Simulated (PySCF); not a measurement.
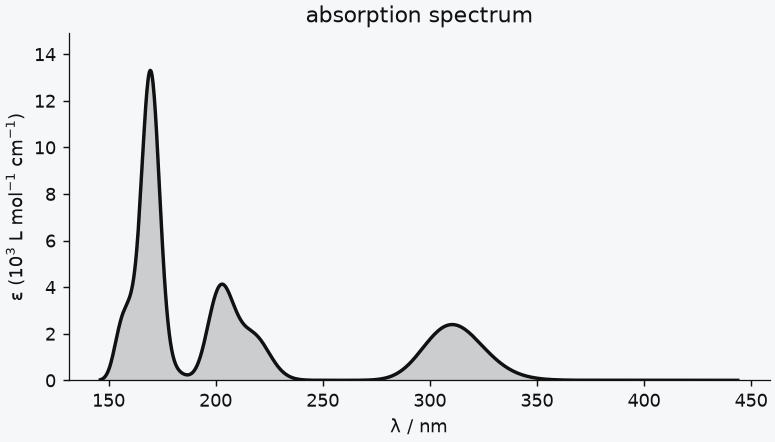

Vertical TDDFT excitations, PBE0/def2-SVP, PySCF 2.14.0, at a PBE0-D3(BJ)/def2-SVP geometry (no frequency check), gas phase. Only the first 10 singlet excitations are included; each is broadened by a Gaussian of 1/e half-width 0.25 eV.

> Whose absorption spectrum is this?
A. C₄H₄FNSi, SMILES N#CC1=C[C@H](F)[SiH2]1
B. C₂H₅GaO, SMILES C=C[O][GaH2], singlet
C. C₅H₇F, SMILES C[C@@]12C[C@@H]1[C@H]2F

B. Its lowest singlet lies at 3.99 eV (f = 0.037) and the brightest of those computed is S6 at 7.31 eV (170 nm), f = 0.200, mixed, the largest part being HOMO → LUMO+2 (45 %).

Caveats: states above the negative HOMO energy depend on the basis; one conformer of a flexible molecule; core orbitals are frozen in the response; def2-SVP has no diffuse functions, so states with Rydberg character are missing or too high.
